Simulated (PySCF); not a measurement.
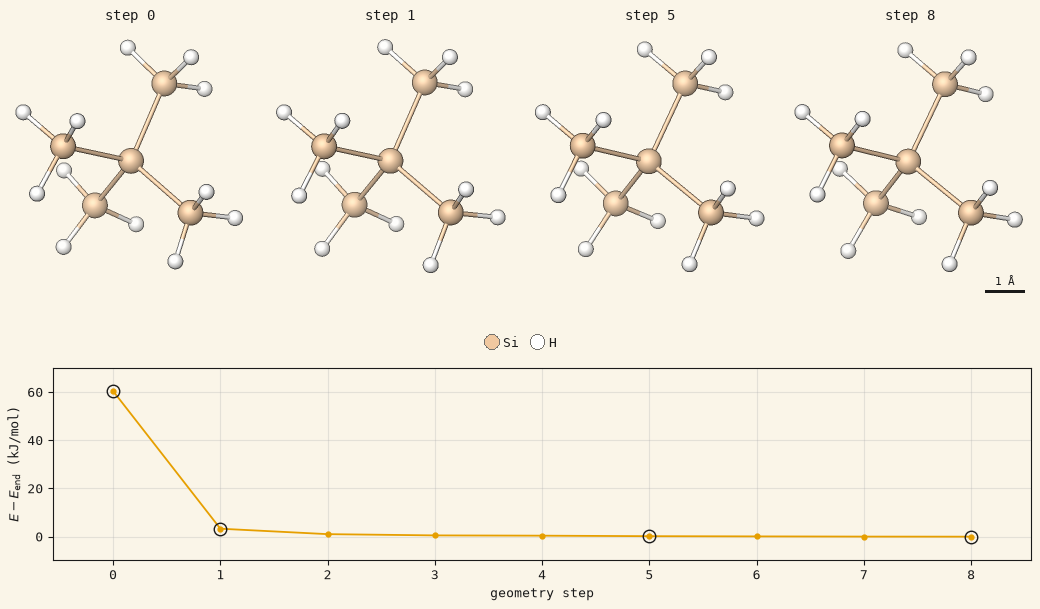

Frames of a relaxation of Si₅H₁₂, marked on the history of the run. A ball-and-stick model, seen from a free direction.

The start comes from GFN2-xTB. Its atoms were then displaced at random by about 0.03 Å.

The calculation used PySCF, PBE0-D3(BJ)/def2-SVP geometry optimisation, gas phase. 

Describe the path.

Answer. After 8 geometry steps the energy has fallen by 60.4 kJ/mol. An H atom moves most after the best rigid fit: 0.21 Å. By element the largest moves are H 0.21 Å, Si 0.11 Å. Among the contacts that change: H–Si 1.354 → 1.496 Å, H–Si 1.406 → 1.496 Å, Si–Si 2.429 → 2.342 Å, H–Si 1.427 → 1.496 Å. Bond angles that change, for instance: Si–Si–H 116.5° → 110.0°, H–Si–H 103.2° → 108.8°, Si–Si–H 115.8° → 110.5°. From step 0 to 1: an H atom moves most (0.16 Å), energy −57.1 kJ/mol. From step 1 to 5: an H atom moves most (0.10 Å), energy −3.10 kJ/mol. From step 5 to 8: an H atom moves most (0.11 Å), energy −0.20 kJ/mol.
